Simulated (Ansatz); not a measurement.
# SiH2ClO (SMILES O[SiH]Cl) at 6 levels

Aim: a comparison of 6 runs (UHF/STO-3G, U-revPBE/STO-3G, UPBE0/STO-3G, UMP2/STO-3G, UBCCD(T)/STO-3G, FCI/STO-3G) of SiH2ClO. 

The results are computed with Ansatz 0.2.0.

70 further runs of the same task are left out: 1 that didn't finish, 69 set aside as unsound or not needed.

## (1) The structure to begin with

SiH2ClO has 5 atoms, charge 0, and is taken as a doublet. As SMILES, `O[SiH]Cl`. The H5–Si2 distance was set to 3.721 Å, away from the relaxed value. At this shape a bond of the SMILES string is far longer than usual.

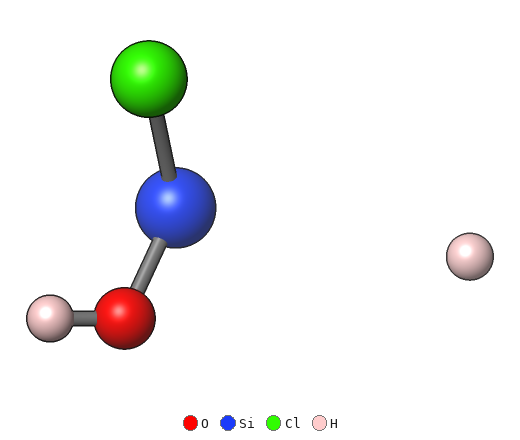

The structure, seen from a chosen angle (oxygen red, silicon blue, chlorine green, hydrogen pink).

## (2) A single-point energy at UHF/STO-3G (run 1)

The input, molecule.yaml:

```yaml
crystal:
  periodic: [false, false, false]
  atoms:
    - {symbol: O, position_ang: [-1.418549, -2.316747, 0.281148]}
    - {symbol: Si, position_ang: [-0.704749, -1.404947, 1.441648]}
    - {symbol: Cl, position_ang: [0.994151, -2.325547, 2.171248]}
    - {symbol: H, position_ang: [-1.636549, -3.227947, 0.487648]}
    - {symbol: H, position_ang: [0.316000, 1.736300, -0.271100]}
basis:
  gaussian: {orbitals: STO-3G}
magnetization: {spin_polarized: true, initial_magnetization: 1}
total_charge: 0
hamiltonian: {xc: hf}
accuracy: high
```

Launch:

```bash
$ ansatz run molecule.yaml --threads 1 --pin off --max-ram 2610MiB --events-out events.jsonl --progress --plain --runs-dir runs
```

Log:

```text
Warning: RAYON_NUM_THREADS=1 ignored (pool sized by the plan → 1); use --threads N
Functional definition: HF
  name "HF"
  exchange = exact_x
  correlation = 0
453 factors; integrals over basis functions are off by at most 3.1e-8 eV
mean field evaluation 1: about -22175.8377 eV, gradient 1.8e1 eV
mean field evaluation 2: about -22175.8973 eV, gradient 1.8e1 eV
mean field evaluation 4: about -22180.0234 eV, gradient 1.6e0 eV
mean field evaluation 8: about -22180.0594 eV, gradient 1.5e-2 eV
mean field evaluation 16: about -22173.0341 eV, gradient 1.1e1 eV
mean field evaluation 32: about -22172.8537 eV, gradient 1.1e1 eV
mean field -22180.05937075 eV, -815.1021476909 hartree, gradient 1.9e-8 eV, S^2 0.750196; 0 other end points of the search recorded, 0 dependent functions left out
reference -22180.05937075 eV, -815.1021476909 hartree; 21, 20 occupied and 4, 5 virtual orbitals, 453 factors
Total energy: -22180.05937075 eV, -815.1021476909 hartree
```

Run time: 0.26 s. Hardware: 1 thread of Arm Neoverse V2, shared host.

## (3) A single-point energy at U-revPBE/STO-3G (run 2)

The input, job.yaml:

```yaml
crystal:
  periodic: [false, false, false]
  atoms:
    - {symbol: O, position_ang: [-1.418549, -2.316747, 0.281148]}
    - {symbol: Si, position_ang: [-0.704749, -1.404947, 1.441648]}
    - {symbol: Cl, position_ang: [0.994151, -2.325547, 2.171248]}
    - {symbol: H, position_ang: [-1.636549, -3.227947, 0.487648]}
    - {symbol: H, position_ang: [0.316000, 1.736300, -0.271100]}
basis:
  gaussian: {orbitals: STO-3G}
accuracy: high
hamiltonian: {xc: {name: revPBE}}
magnetization: {spin_polarized: true, initial_magnetization: 1}
```

Launch:

```bash
$ ansatz run job.yaml --threads 1 --pin off --max-ram 2610MiB --events-out events.jsonl --progress --plain --runs-dir runs
```

Log:

```text
Warning: RAYON_NUM_THREADS=1 ignored (pool sized by the plan → 1); use --threads N
Functional definition: revPBE
  name "revPBE"
  parameter kappa = 1.245
  parameter beta = 0.06672455060314922
  exchange = pbe_x(kappa = kappa, mu = beta*pi^2/3)
  correlation = pbe_c(beta = beta)
453 factors; integrals over basis functions are off by at most 3.1e-8 eV
mean field evaluation 1: about -22202.4257 eV, gradient 2.0e1 eV
mean field evaluation 2: about -22189.3924 eV, gradient 3.8e1 eV
mean field evaluation 4: about -22204.0958 eV, gradient 1.4e1 eV
mean field evaluation 8: about -22215.8458 eV, gradient 1.0e0 eV
mean field evaluation 16: about -22215.8718 eV, gradient 3.0e-3 eV
mean field -22215.87181799 eV, -816.4182308525 hartree, gradient 3.4e-8 eV, S^2 0.750015; 0 other end points of the search recorded, 0 dependent functions left out
reference -22215.87182084 eV, -816.4182309572 hartree; 21, 20 occupied and 4, 5 virtual orbitals, 453 factors
Total energy: -22215.87182084 eV, -816.4182309572 hartree
```

Wall time 2.4 s (1 thread of Arm Neoverse V2, shared host); peak memory 0.14 GiB.

## (4) A single-point energy at UPBE0/STO-3G (run 3)

The input, in.yaml:

```yaml
crystal:
  periodic: [false, false, false]
  atoms:
    - {symbol: O, position_ang: [-1.418549, -2.316747, 0.281148]}
    - {symbol: Si, position_ang: [-0.704749, -1.404947, 1.441648]}
    - {symbol: Cl, position_ang: [0.994151, -2.325547, 2.171248]}
    - {symbol: H, position_ang: [-1.636549, -3.227947, 0.487648]}
    - {symbol: H, position_ang: [0.316000, 1.736300, -0.271100]}
basis:
  gaussian:
    orbitals: STO-3G
magnetization:
  spin_polarized: true
  initial_magnetization: 1
hamiltonian:
  xc: {name: PBE0}
accuracy: high
```

Launch:

```bash
$ ansatz run in.yaml --threads 1 --pin off --max-ram 2610MiB --events-out events.jsonl --progress --plain --runs-dir runs
```

Log:

```text
Warning: RAYON_NUM_THREADS=1 ignored (pool sized by the plan → 1); use --threads N
Functional definition: PBE0
  name "PBE0"
  parameter a = 0.25
  parameter kappa = 0.804
[... 1 set-up line as earlier in the session ...]
  exchange = (1 - a)*pbe_x(kappa = kappa, mu = beta*pi^2/3) + a*exact_x
[... 1 set-up line as earlier in the session ...]
453 factors; integrals over basis functions are off by at most 3.1e-8 eV
mean field evaluation 1: about -22199.3276 eV, gradient 2.1e1 eV
mean field evaluation 2: about -22191.6851 eV, gradient 2.8e1 eV
mean field evaluation 4: about -22203.3772 eV, gradient 1.3e1 eV
mean field evaluation 8: about -22211.6021 eV, gradient 4.2e-1 eV
mean field evaluation 16: about -22211.6109 eV, gradient 4.1e-4 eV
mean field -22211.61094318 eV, -816.2616465911 hartree, gradient 8.7e-8 eV, S^2 0.750014; 0 other end points of the search recorded, 0 dependent functions left out
reference -22211.61094489 eV, -816.2616466542 hartree; 21, 20 occupied and 4, 5 virtual orbitals, 453 factors
Total energy: -22211.61094489 eV, -816.2616466542 hartree
```

Wall time 2.4 s (1 thread of Arm Neoverse V2, shared host); peak memory 0.14 GiB.

Runs 4 to 5 aren't shown in full; the table further down has their settings and results.

## (5) A single-point energy at FCI/STO-3G (run 6)

The input, in.yaml:

```yaml
crystal:
  periodic: [false, false, false]
  atoms:
    - symbol: O
      position_ang: [-1.418549, -2.316747, 0.281148]
    - symbol: Si
      position_ang: [-0.704749, -1.404947, 1.441648]
    - symbol: Cl
      position_ang: [0.994151, -2.325547, 2.171248]
    - symbol: H
      position_ang: [-1.636549, -3.227947, 0.487648]
    - symbol: H
      position_ang: [0.316000, 1.736300, -0.271100]
basis:
  gaussian:
    orbitals: STO-3G
correlation:
  method: fci
  frozen_orbitals: {Cl: 5, H: 0, O: 1, Si: 5}
magnetization:
  spin_polarized: true
  initial_magnetization: 1
accuracy: high
```

Launch:

```bash
$ ansatz run in.yaml --threads 1 --pin off --max-ram 2610MiB --events-out events.jsonl --progress --plain --runs-dir runs
```

Log:

```text
Warning: RAYON_NUM_THREADS=1 ignored (pool sized by the plan → 1); use --threads N
[... 4 set-up lines as earlier in the session ...]
453 factors; integrals over basis functions are off by at most 3.1e-8 eV
mean field evaluation 1: about -22175.8377 eV, gradient 1.8e1 eV
mean field evaluation 2: about -22175.8973 eV, gradient 1.8e1 eV
mean field evaluation 4: about -22180.0234 eV, gradient 1.6e0 eV
mean field evaluation 8: about -22180.0594 eV, gradient 1.5e-2 eV
mean field evaluation 16: about -22179.8777 eV, gradient 1.3e0 eV
mean field -22180.05937075 eV, -815.1021476909 hartree, gradient 1.9e-8 eV, S^2 0.750196; 3 other end points of the search recorded, 0 dependent functions left out
mean field evaluation 32: about -22180.0593 eV, gradient 8.3e-3 eV
11 core orbitals not correlated: weight in the atoms' cores, before any rotation towards them, 1.000 or more for the frozen orbitals, at most 0.000 for the correlated occupied ones
reference -22180.05932791 eV, -815.1021461164 hartree; 10, 9 occupied and 4, 5 virtual orbitals, 453 factors
state -22182.67506025 eV, -815.1982725071 hartree
Total energy: -22182.67506025 eV, -815.1982725071 hartree
```

It took 17 s on 1 thread of Arm Neoverse V2, shared host; peak memory 0.28 GiB.

## (6) The series

```csv
run,level,frozen core orbitals,energy (Eh),⟨S²⟩,wall time
1,UHF/STO-3G,–,-815.102148,0.750,0.26 s
2,U-revPBE/STO-3G,–,-816.418231,0.750,2.4 s
3,UPBE0/STO-3G,–,-816.261647,0.750,2.4 s
4,UMP2/STO-3G,11,-815.175457,0.750,0.28 s
5,UBCCD(T)/STO-3G,11,-815.197919,0.750,0.48 s
6,FCI/STO-3G,11,-815.198273,–,17 s
```

## (7) Summary of results

```
                                           quantity          value
                                run 6: total energy  -815.19827 Eh
run 6: correlation energy (11 core orbitals frozen)      -96.1 mEh
```

Against full CI in this basis: UHF +96.1 mEh; UMP2 +22.8 mEh; UBCCD(T) +0.4 mEh. Totals of different functionals can't be ranked against each other. In runs 1, 2, 3, 4, 5, 6 the basis is minimal, so the values are rough. All runs together took 23 s, the longest 17 s.
